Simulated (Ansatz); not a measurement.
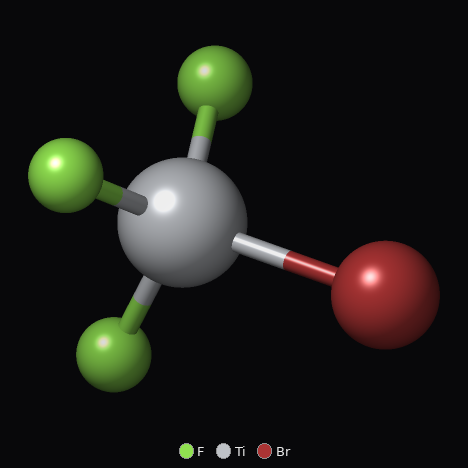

Rendered structure (ball-and-stick style).

The species is neutral and a spin singlet.

Question: Give the formula.

Answer: TiBrF₃, 5 atoms: 1 titanium, 1 bromine and 3 fluorine.

Question: Which point group does it belong to?

Answer: C3v.

Question: How many sets of symmetry-equivalent atoms are there?

Answer: 3: 3 F, 1 Ti, 1 Br.

More results for the same structure follow; atom numbers are the same in all pictures, views and colours differ. The computed structure is the end point of a PBE0-D4/def2-TZVP optimisation.

Charges

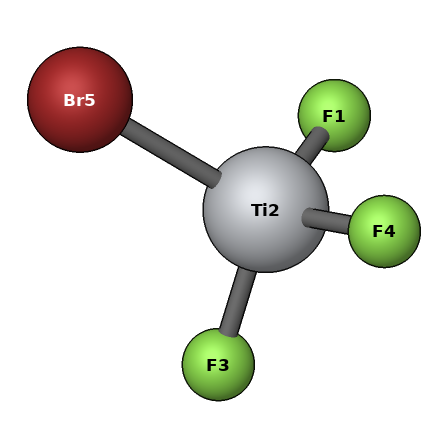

The questions are on Mulliken charges. Level of theory: RKS r2SCAN-D4/def2-TZVPP (Ansatz 0.2.0).

List the Mulliken charges.

```
atom  value (e)
  F1      −0.33
 Ti2       1.14
  F3      −0.33
  F4      −0.33
 Br5      −0.14
```

Levels of theory compared

Program: Ansatz 0.2.0.

Tabulate HOMO energy (eV), HOMO–LUMO gap (eV), dipole (D) at these levels: B3LYP-D4/def2-TZVPP; PBE-D4/def2-TZVPP; r2SCAN-D4/def2-TZVPP; ωB97M-V/def2-TZVPP.

```tsv
level	HOMO energy (eV)	HOMO–LUMO gap (eV)	dipole (D)
B3LYP-D4/def2-TZVPP	−9.19	5.54	0.38
PBE-D4/def2-TZVPP	−8.11	3.89	0.26
r2SCAN-D4/def2-TZVPP	−8.47	4.25	0.23
ωB97M-V/def2-TZVPP	−11.61	10.50	0.14
```

Thermal motion

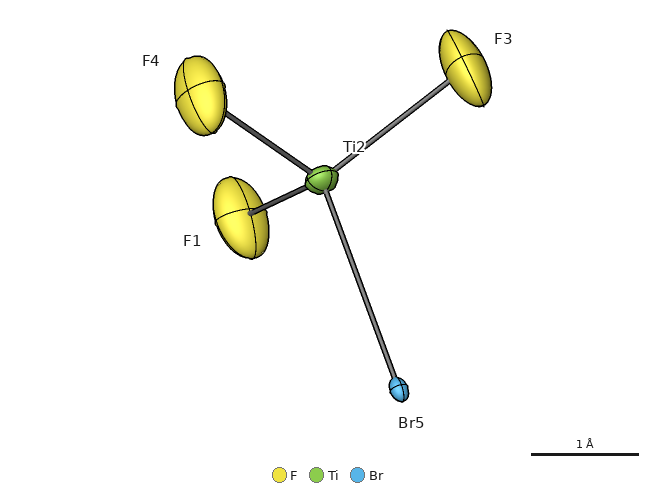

Displacement ellipsoids at the 50 % level, enlarged 3 times, from the internal vibrations of the free molecule (harmonic, no overall translation or rotation; no half-axis is drawn under 0.075 Å). Vibrations computed with RKS PBE0-D4/def2-TZVP (Ansatz 0.2.0). Temperature: 200 K.

Question: Which atom moves most?

Answer: F1, F3, F4, with U_eq = 0.0045 Å².

List U_eq and the three principal root-mean-square amplitudes for each kind of atom.

| atom | U_eq (Å²) | rms amplitudes (Å) |
| --- | --- | --- |
| F1, F3, F4 | 0.0045 | 0.042, 0.057, 0.091 |
| Ti2 | 0.0011 | 0.027, 0.036, 0.036 |
| Br5 | 0.00051 | 0.019, 0.019, 0.028 |

Vibrations

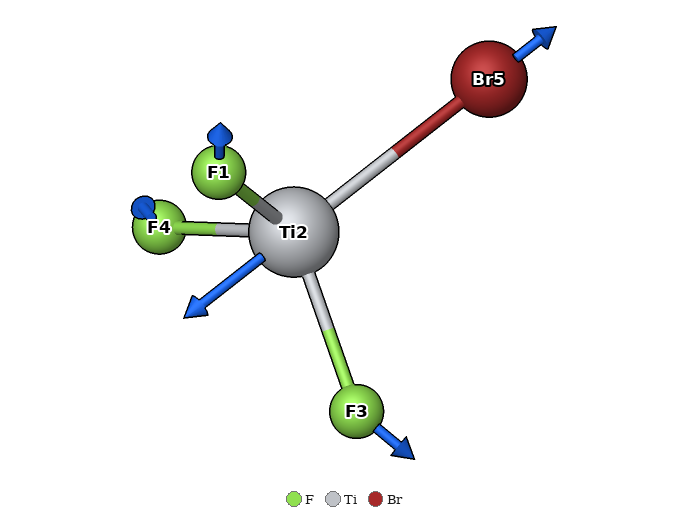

The arrows show one normal mode. Harmonic vibrations computed with RKS PBE0-D4/def2-TZVP (Ansatz 0.2.0) at a stationary point of the same level.

Question: At what wavenumber does it lie?

Answer: 384 cm⁻¹; it is mode 6 of 9 counted from the lowest.

Mulliken values depend strongly on the basis set and can even reverse the polarity of a bond.
